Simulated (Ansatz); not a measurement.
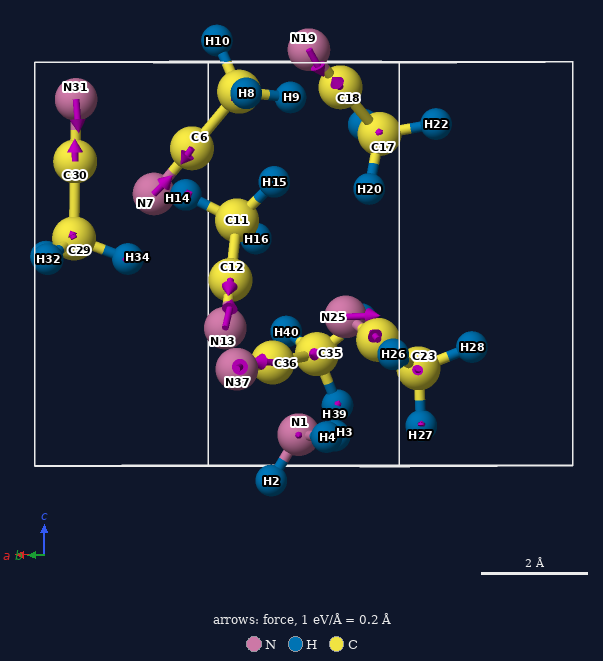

Starting geometry of an amorphous cell of composition H₂₁C₁₂N₇ with the computed forces as purple arrows. A ball-and-stick model of the cell of the calculation, seen from a free direction.

The cell holds 1 NH3 + 6 CH3CN. The run prepares the start of a later molecular dynamics calculation, from a guessed geometry.

Level of theory: DFT r2SCAN-D3(BJ), scalar-relativistic, plane waves, PAW in Ansatz 0.2.0.

Input
```yaml
accuracy: low
crystal:
  lattice:
    - [7.656277, 0.0, 0.0]
    - [0.0, 7.656277, 0.0]
    - [0.0, 0.0, 7.656277]
  atoms:
    - { symbol: "N", position: [0.275015, 1.0020334, 0.0786008] }
    - { symbol: H, position: [0.339845, 1.0240418, -0.035197] }
    - { symbol: H, position: [0.2366813, 0.8749125, 0.0757668] }
    - { symbol: H, position: [0.1639734, 1.0746651, 0.0729776] }
    - { symbol: C, position: [0.7648696, 0.3164474, 0.925931] }
    - { symbol: C, position: [0.894054, 0.3166344, 0.7855198] }
    - { symbol: "N", position: [0.9982583, 0.3167853, 0.6722595] }
    - { symbol: H, position: [0.6881734, 0.4365751, 0.9221612] }
    - { symbol: H, position: [0.6768586, 0.2052207, 0.9114429] }
    - { symbol: H, position: [0.8299721, 0.307402, 1.05245] }
    - { symbol: C, position: [0.5931957, 0.6891856, 0.608102] }
    - { symbol: C, position: [0.5560395, 0.804651, 0.460823] }
    - { symbol: "N", position: [0.5260682, 0.8977891, 0.3420229] }
    - { symbol: H, position: [0.7150094, 0.727913, 0.6712591] }
    - { symbol: H, position: [0.4876238, 0.6960885, 0.7036747] }
    - { symbol: H, position: [0.6056023, 0.5545281, 0.5629285] }
    - { symbol: C, position: [0.3599474, 0.3574506, 0.8218241] }
    - { symbol: C, position: [0.3972968, 0.5044057, 0.9376394] }
    - { symbol: "N", position: [0.427424, 0.6229444, 1.0310598] }
    - { symbol: H, position: [0.368842, 0.3988222, 0.6856753] }
    - { symbol: H, position: [0.4536641, 0.252355, 0.8441693] }
    - { symbol: H, position: [0.2285388, 0.3078683, 0.8463308] }
    - { symbol: C, position: [0.0989596, 0.6819228, 0.2421674] }
    - { symbol: C, position: [0.2520691, 0.5923487, 0.3124378] }
    - { symbol: "N", position: [0.3755722, 0.5200952, 0.3691202] }
    - { symbol: H, position: [0.1025585, 0.8200614, 0.2772673] }
    - { symbol: H, position: [0.096465, 0.6706307, 0.1000637] }
    - { symbol: H, position: [-0.0201961, 0.6241406, 0.294991] }
    - { symbol: C, position: [0.984669, 0.8055553, 0.5632512] }
    - { symbol: C, position: [0.980226, 0.8086052, 0.7539733] }
    - { symbol: "N", position: [0.9766421, 0.8110653, 0.907816] }
    - { symbol: H, position: [0.994088, 0.9383765, 0.5122902] }
    - { symbol: H, position: [1.0973585, 0.7308429, 0.5180147] }
    - { symbol: H, position: [0.8659863, 0.7450951, 0.5123968] }
    - { symbol: C, position: [0.6085036, 0.1967868, 0.2757079] }
    - { symbol: C, position: [0.6410962, 0.3836873, 0.2554615] }
    - { symbol: "N", position: [0.6673864, 0.5344473, 0.2391302] }
    - { symbol: H, position: [0.4973187, 0.1755052, 0.3623809] }
    - { symbol: H, position: [0.5799593, 0.1379794, 0.1490031] }
    - { symbol: H, position: [0.7231031, 0.1327705, 0.3313502] }
basis:
  ecutwfc: 500.0
kpoints:
  mp_grid: { grid: [1, 1, 1] }
hamiltonian:
  xc: r2scan
  dispersion: d3bj
scf:
  occupations: { method: fermi_dirac, width: 0.05 }
  lower_state_search: "off"
relax:
  f_tol: 0.3
  max_steps: 15
  adjacent_minimum: "off"
output:
  write_density: true
  write_potential: true
  elf: true
  volumetric_format: npy
```

Run as
```bash
ansatz run input.yaml --threads 1 --pin off --max-ram 3072MiB --backend cpu --events-out ev --progress --plain --runs-dir out
```

**What follows when this structure is relaxed?**

It isn't relaxed: the largest force vector, on N25, is 4.09 eV/Å. The final displacements have little in common with the starting forces (cosine between the two patterns 0.18). The energy falls by 97.6 meV per atom in 12 accepted moves (13 points after the start). Largest force component: 4 eV/Å at the start, 0.26 eV/Å at the end. 1 step only repeated the SCF at the same geometry. The atom that moves furthest is H3 (1.68 Å roughly along [3 0 1]). By element the largest moves are H 1.68 Å, N 1.29 Å, C 0.93 Å. The cell stays as it was. Among the contacts that change: C12–N13 1.178 → 1.150 Å, C17–C18 1.461 → 1.433 Å, C11–C12 1.461 → 1.435 Å, C30–N31 1.178 → 1.157 Å. Bond angles that change, for instance: H20–C17–H21 108.8° → 111.8°, C11–C12–N13 180.0° → 177.3°, H2–N1–H3 106.3° → 104.1°. The run took 6.5 min on 1 thread of Arm Neoverse V1, on a shared host, peak memory 0.84 GiB.

Limits of the set-up: the program's low-accuracy preset was used; the periodic images lie only 7.7 Å apart, so the values are limited by the cell's size.
